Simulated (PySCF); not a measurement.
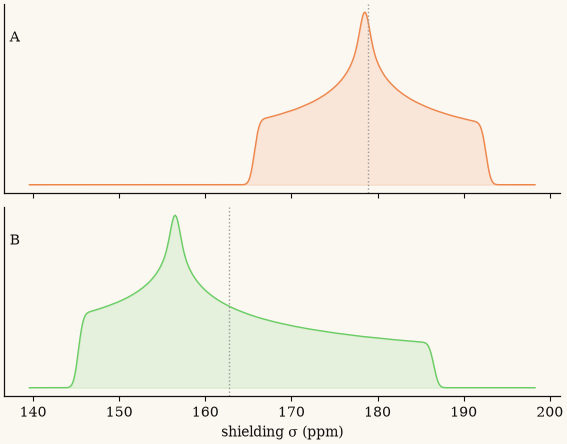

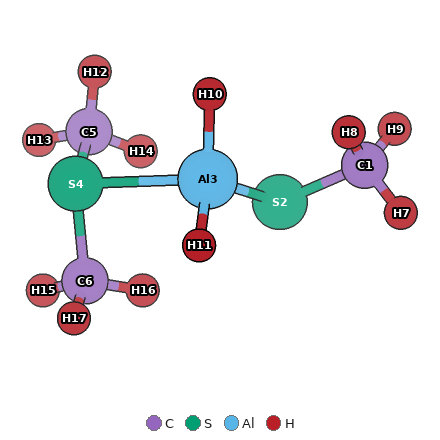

Static powder patterns (¹³C) from GIAO shielding tensors of C₃H₁₁AlS₂, SMILES C[S][AlH2-][S+](C)C, singlet, PBE0/pcSseg-1 in PySCF, at a GFN2-xTB geometry (no frequency check); absolute shielding, one fixed geometry of the isolated molecule without any motion, no dipolar terms. The dotted line is the isotropic value; skew is 3(σiso − σ22)/span.

The panels belong to C1 and C6. Which is which?

Answer. panel A: C1, σ11, σ22, σ33 = 166, 179, 193 ppm, isotropic 179, span 27 ppm, skew 0.05; panel B: C6, σ11, σ22, σ33 = 145, 156, 187 ppm, isotropic 163, span 41 ppm, skew 0.46.

Known limits of this run: the tight-binding geometry is rougher than a DFT one and adds to the error; one conformer of a flexible molecule.
